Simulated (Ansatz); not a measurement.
## C3N (honeycomb, ordered): G0W0 under other settings

Aim: change settings of a G0W0 run on C3N (honeycomb, ordered) and see what moves.

Main program and level: Ansatz 0.2.0; G0W0 on PBE, plane waves, PAW; PAW set soft_1.

In doubt: GW ran without a cut-off Coulomb interaction for the vacuum (step 5), so the values of those runs are not to be relied on.

### 1. Set-up

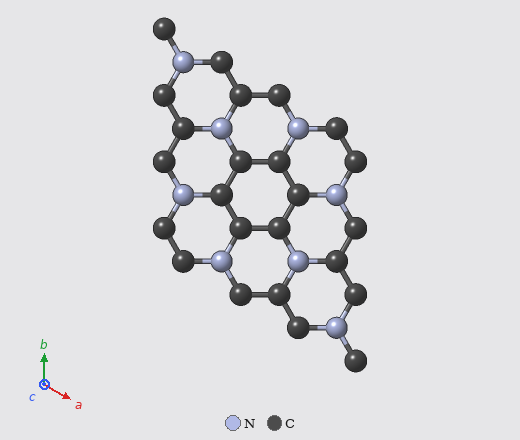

The cell as given, from above (nitrogen light blue, carbon dark grey). 2×2×1 cells are drawn.

The cell holds 8 atoms: 2 N and 6 C. Cell: a = 4.859 Å, b = 4.859 Å, c = 23.200 Å, α = 90.0°, β = 90.0°, γ = 120.0°. Vacuum lies along c.

As a file:

```
N C
1.0
     4.85944    0.00000    0.00000
    -2.42972    4.20840    0.00000
     0.00000    0.00000   23.20000
N C
2 6
Direct
  0.33333 0.66667 0.50000
  0.66667 0.33333 0.50000
  0.16665 0.33330 0.50000
  0.33330 0.16665 0.50000
  0.16665 0.83335 0.50000
  0.83335 0.16665 0.50000
  0.66670 0.83335 0.50000
  0.83335 0.66670 0.50000
```

The structure was relaxed with PBE. The runs that relaxed it are not among those shown. The Coulomb interaction is cut off across the vacuum.

### 2. The base run: 3×3×1 mesh, 151 empty bands, screening to 27 eV, PAW set soft_1 files

G0W0 replaces the xc potential by the self-energy, built once from these orbitals. Only a window of levels is corrected, while the sums run over the empty bands that the input names. This step takes PAW set soft_1 files.

input.yaml reads:

```yaml
crystal:
  lattice:
    - [4.8594418736, 0.0, 0.0]
    - [-2.4297209368, 4.2084001108, 0.0]
    - [0.0, 0.0, 23.2]
  atoms:
    - { symbol: "N", position: [0.3333333333, 0.6666666667, 0.5] }
    - { symbol: "N", position: [0.6666666667, 0.3333333333, 0.5] }
    - { symbol: C, position: [0.1666506101, 0.3333012201, 0.5] }
    - { symbol: C, position: [0.3333012201, 0.1666506101, 0.5] }
    - { symbol: C, position: [0.1666506101, 0.8333493899, 0.5] }
    - { symbol: C, position: [0.8333493899, 0.1666506101, 0.5] }
    - { symbol: C, position: [0.6666987799, 0.8333493899, 0.5] }
    - { symbol: C, position: [0.8333493899, 0.6666987799, 0.5] }
  periodic: [true, true, false]
kpoints:
  mp_grid: { grid: [3, 3, 1] }
hamiltonian:
  xc: pbe
  pseudopotentials: { kind: paw, azcp: { folder: soft_1 } }
scf:
  occupations: { method: fixed }
gw:
  n_empty_bands: 151
  ecut_chi: 27.0
  qp_bands: [v2, c2]
  qp_kpoints: band_edges
  screening: { model: contour_deformation }
```

On the command line:

```
$ ansatz run input.yaml --threads 4 --pin off --max-ram 17510MiB --backend cpu --events-out ev --progress --plain --runs-dir out
```

Numbers of over 12 decimals in the logs are rounded to 6 here.

Output:

```text
Engine: ansatz 0.2.0, aarch64-unknown-linux-gnu
Pseudopotentials: kind: paw
Pseudopotential: N, paw, valence charge 5, recommended cutoff 420 eV (normal), soft_1/N.paw.azcp
Pseudopotential: C, paw, valence charge 4, recommended cutoff 420 eV (normal), soft_1/C.paw.azcp
Functional definition: PBE
  parameter kappa = 0.804
  parameter beta = 0.066725
  exchange = pbe_x(kappa = kappa, mu = beta*pi^2/3)
  correlation = pbe_c(beta = beta)
Crystal: 8 atoms, lattice volume = 474.451 Å³
Basis set: ecut = 420 eV, 9251 PW (Γ)
Bands: 25, of which v1, the nominal top of the filled ones, is band 17 counted from 1 (16 counted from 0)
Symmetry: 24 space group operations
Space group: P6/mmm (ITA 191), of the structure as read, at distance tolerance 7.8e-5 Å
k-points: 3 of 9
Non-local potential: N, projectors of the file, l = 0: 2, l = 1: 2, l = 2: 1
Non-local potential: C, projectors of the file, l = 0: 2, l = 1: 2, l = 2: 1
PAW form: soft (Blöchl's): semilocal exchange-correlation on the pseudo side does not see the compensation charge
PAW one-centre angular grid: N, 110 points (default); XC on 64 Gauss nodes
PAW one-centre angular grid: C, 110 points (default); XC on 64 Gauss nodes
Initial density: superposition of atomic densities (neutral atoms: chi_scale 0, normalization atom)
Initial wavefunctions: pseudopotential atomic-orbital guess
Functional: x = pbe(κ = 0.804, μ = 0.219515), c = pbe(β = 0.066725)
SCF iter   1: F=—  HF=-2275.371966 eV  |F-HF|=—  |Δ(HF+E_count)|=         —  Δρ=4.82e-2  dr2=9.01e0  ethr=3.10e-3  ⟨swp⟩=6.3  Hψ=434  notcnv=0  defer=18
preconditioner: auto → Resta (q_TF=auto, 1.758 Å⁻¹)  ε∞=1.4  [insulator: Δε(μ)=0.983 eV  Ē_g=15.958 eV  n_scr=54 (ndim 8)  ℏωp=9.6 eV  f_vac=0.802  ε∞_Penn≈1.4  vacuum switching on, ρ_ref=1.8e-2 e/Å³]
SCF iter   2: F=—  HF=-2271.976740 eV  |F-HF|=—  |Δ(HF+E_count)|=    3.40e0  Δρ=1.84e-2  dr2=1.05e0  ethr=3.10e-3  ⟨swp⟩=4.0  Hψ=199  notcnv=0  defer=16
SCF iter   3: F=—  HF=-2271.686884 eV  |F-HF|=—  |Δ(HF+E_count)|=   2.90e-1  Δρ=4.20e-3  dr2=6.00e-2  ethr=3.09e-3  ⟨swp⟩=3.7  Hψ=175  notcnv=0  defer=16
SCF iter   4: F=—  HF=-2271.679123 eV  |F-HF|=—  |Δ(HF+E_count)|=   7.76e-3  Δρ=2.17e-3  dr2=1.61e-2  ethr=1.77e-4  ⟨swp⟩=3.0  Hψ=161  notcnv=0  defer=18
SCF iter   5: F=—  HF=-2271.676720 eV  |F-HF|=—  |Δ(HF+E_count)|=   2.40e-3  Δρ=7.92e-4  dr2=1.81e-3  ethr=4.74e-5  ⟨swp⟩=2.7  Hψ=126  notcnv=0  defer=18
SCF iter   6: F=—  HF=-2271.676537 eV  |F-HF|=—  |Δ(HF+E_count)|=   1.83e-4  Δρ=1.72e-4  dr2=9.34e-5  ethr=5.32e-6  ⟨swp⟩=2.3  Hψ=128  notcnv=0  defer=18
SCF iter   7: F=—  HF=-2271.676540 eV  |F-HF|=—  |Δ(HF+E_count)|=   2.43e-6  Δρ=1.83e-5  dr2=6.85e-7  ethr=2.75e-7  ⟨swp⟩=3.7  Hψ=177  notcnv=0  defer=17
SCF iter   8: F=-2271.676540 eV  HF=-2271.676540 eV  |F-HF|=3.84e-9  |Δ(HF+E_count)|=   3.86e-7  Δρ=4.08e-6  dr2=3.00e-8  ethr=2.94e-10  ⟨swp⟩=24.3  Hψ=767  notcnv=0
SCF 1 converged in 8 iterations: F = -2271.676540 eV  dr2 = 3.00e-8
[...]
NSCF: frozen V_eff on 3 k-points
G₀W₀ screening: q 1/3
[... further progress lines ...]
NSCF: frozen V_eff on 1 k-points
SCF converged after 8 iterations
Free energy (F): -2271.676540 eV
Harris-Foulkes:  -2271.676540 eV  (|F-HF|=3.84e-9)
Internal energy: -2271.676540 eV  (E = F + TS)
E sigma→0 (E₀):  -2271.676540 eV
Fermi energy:    -3.374698 eV
--- Per-component energies (eV) ---
  E_band       = -489.604127
  E_kinetic    = 797.167467
  E_local      = -27846.557924  (includes V_loc(G=0)·N_el)
  E_nonlocal   = 207.941296
  E_hartree    = 13467.889928
  E_xc         = -398.459577
  E_vxc        = -494.839894  (∫ρ·V_xc dr)
  E_paw        = -858.087807  (= ΣΔE_a)
  E_vpaw       = -89.100876  (= ΣTr[D̂ρ^β])
  E_aug_tail   = 0.001957  (compensation charges beyond the density's cutoff)
  E_ewald      = 12358.428120
  E_smearing   = -0.000000  (= −TS)
  E_closure    = -0.000000  (closes the sum)
  Σ components = -2271.676540   (vs F -2271.676540, Δ=0.00e0)
--- Band table (eV) ---
  k-point 0: bands = [... 13 lower, -8.8034, -6.9424, -6.9424, -4.5434, -2.7646, -2.7646, -1.2990 (-1.2990°), -0.2761 (-0.2800°), ... 4 higher]
  k-point 1: bands = [... 13 lower, -9.9796, -8.2731, -7.2432, -3.3747, -1.9047, -0.2444 (-0.2445°), -0.1449 (-0.1449°), 0.6804 (0.6671°), ... 4 higher]
  k-point 2: bands = [... 13 lower, -10.8720, -9.9970, -5.1925, -5.1925, 0.8006, 0.8006, 1.6354 (1.6352°), 1.6372 (1.6370°), ... 4 higher]
  ° read free of the cell's end (the report's vacuum.weakly_bound_levels)
--- G₀W₀: contour deformation, 7 samples at zero and on the imaginary axis and 1 off it, 9 q-points, 151 empty bands' worth ---
  eigenvalues of the whole cell's RPA ε∞ on this k-mesh (on a slab, of 1 + 4πα/V) = 1.0842, 8.0219, 8.0219; static W/v taken at q = 0 is 0.395779
  bands read: the sum over 168 bands ends inside a degenerate multiplet in 1 slot, whose members it reads at an even weight; the widest, k=2: bands 168 to 169 (counted from 1) at 1/2 each
  gw.qp_kpoints: band_edges: 3 of 3 stored k-points solved, in 1 pass; an edge of the gap read off the rows below is read off those points alone
  `?` marks the rows in doubt; gw_qp.tsv's column doubts and the gw_qp event give each row's grounds
    ik  band        ε_KS         Σx   Σc(E_QP)       V_xc       Z   E_QP_lin       E_QP  E_QP is
     0    16     -6.9424   -17.4146     3.1458   -14.6218  0.6786    -6.5743    -6.5894  root
     0    17     -4.5434   -19.3797     3.2424   -16.3363  0.6138    -4.3433    -4.3445  root
     0    18     -2.7646    -9.6554    -3.1958   -13.9133  0.6761    -1.5998    -1.7024  root ?
     0    19     -2.7646    -9.6554    -3.1958   -13.9133  0.6761    -1.5998    -1.7024  root ?
     1    16     -7.2432   -17.3268     3.2322   -14.3506  0.6364    -6.9929    -6.9872  root
     1    17     -3.3747   -18.2154     2.2237   -16.5030  0.6593    -2.8796    -2.8635  root
     1    18     -1.9047   -10.1033    -3.5026   -14.8075  0.6651    -0.5692    -0.7031  root ?
     1    19     -0.2444    -1.8086    -2.5566    -4.4826  0.7431    -0.1261    -0.1269  root
     2    16     -5.1925   -17.7312     2.5741   -15.5991  0.6470    -4.7629    -4.7505  root
     2    17     -5.1925   -17.7312     2.5741   -15.5991  0.6470    -4.7629    -4.7505  root
     2    18      0.8006   -10.9980    -4.1613   -16.4022  0.6226     2.2072     2.0435  root ?
     2    19      0.8006   -10.9980    -4.1613   -16.4022  0.6226     2.2072     2.0435  root ?
```

Run time: 10 s. Hardware: 4 threads of Arm Neoverse V1, shared host; peak memory 0.91 GiB; 37 s of CPU time.

Numbers from this step:

```yaml
bands_summed: 168
plane_waves_in_the_screening_matrix: 151
q_points_in_the_mesh: 9
g0w0_gap_on_the_mesh: 1.161 eV
k_of_the_valence_top: 0, 0.3333, 0
k_of_the_conduction_bottom: 0, 0, 0
starting_gap_on_the_mesh: 0.6101 eV
z_at_the_valence_top: 0.6593
z_at_the_conduction_bottom: 0.6761
least_direct_g0w0_gap_on_the_computed_points: 2.160 eV
```

The gap on the mesh goes from 0.61 eV to 1.16 eV, a correction of +0.55 eV. The program marks an edge row as in doubt. Between the two edge states, bare exchange in place of the xc potential would open the gap by 5.97 eV, and correlation takes back 5.42 eV.

### 3. Variant: frequency model

Edit input.yaml of step 2 so:

```diff
@@ -27,2 +27,2 @@
   qp_kpoints: band_edges
-  screening: { model: contour_deformation }
+  screening: { model: godby_needs }
```

Output:

```text
[...]
Crystal: 8 atoms, lattice volume = 474.451 Å³
Basis set: ecut = 420 eV, 9251 PW (Γ)
Bands: 25, of which v1, the nominal top of the filled ones, is band 17 counted from 1 (16 counted from 0)
[... 1 set-up line as in the run before ...]
[...]
k-points: 3 of 9
[...]
SCF iter   1: F=—  HF=-2275.371966 eV  |F-HF|=—  |Δ(HF+E_count)|=         —  Δρ=4.82e-2  dr2=9.01e0  ethr=3.10e-3  ⟨swp⟩=6.3  Hψ=434  notcnv=0  defer=18
[...]
SCF iter   8: F=-2271.676540 eV  HF=-2271.676540 eV  |F-HF|=3.84e-9  |Δ(HF+E_count)|=   3.86e-7  Δρ=4.08e-6  dr2=3.00e-8  ethr=2.94e-10  ⟨swp⟩=24.3  Hψ=767  notcnv=0
SCF 1 converged in 8 iterations: F = -2271.676540 eV  dr2 = 3.00e-8
[...]
NSCF: frozen V_eff on 3 k-points
G₀W₀ screening: q 1/3
[... further progress lines ...]
[...]
SCF converged after 8 iterations
Free energy (F): -2271.676540 eV
[...]
GN-PPA: 68332/214249 pairs with Re ω̃² < 0 across q-mesh
[...]
0    16     -6.9424   -17.4146     3.1319   -14.6218  0.7317    -6.6175    -6.6033  root
     0    17     -4.5434   -19.3797     3.3473   -16.3363  0.7791    -4.2450    -4.2395  root
     0    18     -2.7646    -9.6554    -2.9549   -13.9133  0.7847    -1.4416    -1.4616  root
     0    19     -2.7646    -9.6554    -2.9549   -13.9133  0.7847    -1.4416    -1.4616  root
     1    16     -7.2432   -17.3268     3.2621   -14.3506  0.7674    -6.9581    -6.9573  root
     1    17     -3.3747   -18.2154     2.3077   -16.5030  0.7770    -2.7825    -2.7795  root
     1    18     -1.9047   -10.1033    -3.1835   -14.8075  0.7802    -0.3522    -0.3842  root
     1    19     -0.2444    -1.8086    -2.5997    -4.4826  0.8555    -0.1700    -0.1701  root
     2    16     -5.1925   -17.7312     2.6337   -15.5991  0.7691    -4.6953    -4.6909  root
     2    17     -5.1925   -17.7312     2.6337   -15.5991  0.7691    -4.6953    -4.6909  root
     2    18      0.8006   -10.9980    -3.6857   -16.4022  0.7360     2.4920     2.5191  root
     2    19      0.8006   -10.9980    -3.6857   -16.4022  0.7360     2.4920     2.5191  root
[key lines of the parts left out:]
Fermi energy:    -3.374698 eV
```

Wall time 10 s (4 threads); peak memory 0.9 GiB.

The G0W0 gap on the mesh is 1.318 eV.

Against the base:

```
        setting                 base       variant
frequency model  contour deformation  plasmon pole
```

```
                                    quantity  variant   base
                    starting gap on the mesh    0.610  0.610
                        G0W0 gap on the mesh    1.318  1.161
least direct G0W0 gap on the computed points    2.395  2.160
                        Z at the valence top    0.777  0.659
                  Z at the conduction bottom    0.785  0.676
```

### 4. Variant: taller cell

The cell differs from the one that the last finished run ended in (c 23.200 → 35.200 Å).

Edit input.yaml of step 3 so:

```diff
@@ -4,3 +4,3 @@
     - [-2.4297209368, 4.2084001108, 0.0]
-    - [0.0, 0.0, 23.2]
+    - [0.0, 0.0, 35.2]
   atoms:
@@ -23,3 +23,3 @@
 gw:
-  n_empty_bands: 151
+  n_empty_bands: 229
   ecut_chi: 27.0
@@ -27,2 +27,2 @@
   qp_kpoints: band_edges
-  screening: { model: godby_needs }
+  screening: { model: contour_deformation }
```

Output:

```text
[...]
Crystal: 8 atoms, lattice volume = 719.857 Å³
Basis set: ecut = 420 eV, 14055 PW (Γ)
Bands: 25, of which v1, the nominal top of the filled ones, is band 17 counted from 1 (16 counted from 0)
[... 1 set-up line as in the run before ...]
[...]
k-points: 3 of 9
[...]
SCF iter   1: F=—  HF=-2275.369906 eV  |F-HF|=—  |Δ(HF+E_count)|=         —  Δρ=3.91e-2  dr2=8.98e0  ethr=3.10e-3  ⟨swp⟩=6.0  Hψ=428  notcnv=0  defer=18
[...]
SCF iter   9: F=-2271.676420 eV  HF=-2271.676420 eV  |F-HF|=1.81e-9  |Δ(HF+E_count)|=   3.35e-8  Δρ=7.28e-7  dr2=2.73e-9  ethr=2.94e-10  ⟨swp⟩=27.0  Hψ=711  notcnv=0
SCF 1 converged in 9 iterations: F = -2271.676420 eV  dr2 = 2.73e-9
[...]
G₀W₀ screening: q 1/3
[... further progress lines ...]
[...]
SCF converged after 9 iterations
Free energy (F): -2271.676420 eV
[...]
Internal energy: -2271.676420 eV  (E = F + TS)
[...]
0    16     -6.9425   -17.4146     3.1425   -14.6219  0.6788    -6.5779    -6.5928  root
     0    17     -4.5436   -19.3798     3.2368   -16.3364  0.6135    -4.3491    -4.3502  root
     0    18     -2.7647    -9.6554    -3.1999   -13.9133  0.6762    -1.6050    -1.7066  root ?
     0    19     -2.7647    -9.6554    -3.1999   -13.9133  0.6762    -1.6050    -1.7066  root ?
     1    16     -7.2433   -17.3268     3.2292   -14.3506  0.6366    -6.9958    -6.9902  root
     1    17     -3.3749   -18.2155     2.2197   -16.5030  0.6594    -2.8836    -2.8677  root
     1    18     -1.9048   -10.1033    -3.5054   -14.8075  0.6654    -0.5724    -0.7060  root ?
     1    19     -0.2440    -1.8086    -2.5631    -4.4815  0.7431    -0.1335    -0.1342  root
     2    16     -5.1926   -17.7312     2.5709   -15.5991  0.6472    -4.7660    -4.7538  root
     2    17     -5.1926   -17.7312     2.5709   -15.5991  0.6472    -4.7660    -4.7538  root
     2    18      0.8005   -10.9982    -4.1633   -16.4025  0.6229     2.2045     2.0414  root ?
     2    19      0.8005   -10.9982    -4.1633   -16.4025  0.6229     2.2045     2.0414  root ?
[key lines of the parts left out:]
Fermi energy:    -3.374858 eV
```

Wall time 26 s (4 threads); peak memory 1.6 GiB.

The G0W0 gap on the mesh is 1.161 eV.

Against the base:

```
        setting  base  variant
    empty bands   151      229
cell height (Å)  23.2     35.2
```

```
                                    quantity  variant   base
                    starting gap on the mesh    0.610  0.610
                        G0W0 gap on the mesh    1.161  1.161
least direct G0W0 gap on the computed points    2.162  2.160
                        Z at the valence top    0.659  0.659
                  Z at the conduction bottom    0.676  0.676
```

### 5. Variant: repeated sheets, Coulomb interaction not cut

The cell differs from the one that the last finished run ended in (c 35.200 → 8.000 Å).

Edit input.yaml of step 4 so:

```diff
@@ -4,3 +4,3 @@
     - [-2.4297209368, 4.2084001108, 0.0]
-    - [0.0, 0.0, 35.2]
+    - [0.0, 0.0, 8.0]
   atoms:
@@ -14,3 +14,3 @@
     - { symbol: C, position: [0.8333493899, 0.6666987799, 0.5] }
-  periodic: [true, true, false]
+  periodic: [true, true, true]
 kpoints:
@@ -23,3 +23,3 @@
 gw:
-  n_empty_bands: 229
+  n_empty_bands: 52
   ecut_chi: 27.0
```

Output:

```text
[...]
Crystal: 8 atoms, lattice volume = 163.604 Å³
Basis set: ecut = 420 eV, 3201 PW (Γ)
Bands: 25, of which v1, the nominal top of the filled ones, is band 17 counted from 1 (16 counted from 0)
[... 1 set-up line as in the run before ...]
[...]
k-points: 3 of 9
[...]
SCF iter   1: F=—  HF=-2275.370491 eV  |F-HF|=—  |Δ(HF+E_count)|=         —  Δρ=8.21e-2  dr2=9.00e0  ethr=3.10e-3  ⟨swp⟩=5.7  Hψ=354  notcnv=0  defer=18
[...]
SCF iter   7: F=-2271.673679 eV  HF=-2271.673679 eV  |F-HF|=5.28e-9  |Δ(HF+E_count)|=   8.03e-6  Δρ=9.90e-6  dr2=5.54e-8  ethr=2.94e-10  ⟨swp⟩=11.3  Hψ=456  notcnv=0
SCF 1 converged in 7 iterations: F = -2271.673679 eV  dr2 = 5.54e-8
[...]
G₀W₀ screening: q 1/3
[... further progress lines ...]
[...]
SCF converged after 7 iterations
Free energy (F): -2271.673679 eV
[...]
Internal energy: -2271.673679 eV  (E = F + TS)
[...]
0    16     -1.9832   -17.4324     3.2527   -14.6224  0.6893    -1.5402    -1.5405  root
     0    17      0.4161   -19.4161     3.3648   -16.3447  0.6321     0.7128     0.7097  root
     0    18      2.1948    -9.7059    -3.0702   -13.9157  0.6980     3.4276     3.3343  root
     0    19      2.1948    -9.7059    -3.0702   -13.9157  0.6980     3.4276     3.3343  root
     1    16     -2.2839   -17.3652     3.3810   -14.3514  0.6574    -1.9253    -1.9168  root
     1    17      1.5849   -18.1980     2.3252   -16.5104  0.6797     2.2027     2.2226  root
     1    18      3.0546   -10.1515    -3.3674   -14.8086  0.6841     4.4604     4.3443  root ?
     1    19      4.4521    -1.4336    -2.5950    -3.9779  0.7585     4.4016     4.4014  root
     2    16     -0.2335   -17.7304     2.6934   -15.5999  0.6670     0.3129     0.3294  root
     2    17     -0.2335   -17.7304     2.6934   -15.5999  0.6670     0.3129     0.3294  root
     2    18      5.7676   -11.1163    -4.0625   -16.5372  0.6467     7.2785     7.1260  root ?
     2    19      5.7676   -11.1163    -4.0625   -16.5372  0.6467     7.2785     7.1260  root ?
[key lines of the parts left out:]
Fermi energy:    1.584923 eV
```

Elapsed: 2 s, on 4 threads; peak memory 0.35 GiB.

Against the base:

```
        setting               base  variant
    empty bands                151       52
cell height (Å)               23.2      8.0
Coulomb cut-off  across the vacuum     none
```

```
                                    quantity  variant   base
                    starting gap on the mesh    0.610  0.610
                        G0W0 gap on the mesh    1.112  1.161
least direct G0W0 gap on the computed points    2.122  2.160
                        Z at the valence top    0.680  0.659
                  Z at the conduction bottom    0.698  0.676
```

### 6. Outcome

| Item | Value |
| --- | --- |
| base | 1.16 eV, 10 s |
| frequency model | 1.32 eV, 10 s |
| taller cell | 1.16 eV, 26 s |
| repeated sheets, Coulomb interaction not cut | 1.11 eV, 2 s |

**Reading.** Frequency model: the gap moves by +0.16 eV. Taller cell: the gap moves by +0.00 eV and the time by a factor of 2.5. The variant differs from the base in empty bands and cell height together, so the change can't be laid to one of them. Repeated sheets, Coulomb interaction not cut: the gap moves by −0.05 eV and the time by a factor of 0.20; such settings are too crude to quote. The variant differs from the base in empty bands, cell height and Coulomb cut-off together, so the change can't be laid to one of them. All runs here use a coarse mesh and modest cutoffs; they test settings and are not final values. Mesh or cutoff lie under what a gap needs, so these runs test behaviour and cost; their gaps are not to be quoted. The mesh in the plane is coarse for a sheet; gap and any exciton binding can still move on denser ones. The program marks a band-edge row as in doubt, so the gap is less sure than its digits.

[Paths, hosts, dates, memory and timing lines, banners, echoed tables and standing remarks are left out of the program output.]

[Logs are printed without paths, hosts, clocks, repeated set-up lines and the standing remarks that a program may print on its own settings, such as how far it seeks lower states.]

[Runs of the session that timed out or met a known fault of the program may be left out.]

[Cells called generated may have been cut or substituted from an entry of the Crystallography Open Database or the Materials Project.]

[Hosts, paths, dates, database ids (printed as entryN), source tags and the programs' standing remarks are cut or masked in the printed files.]
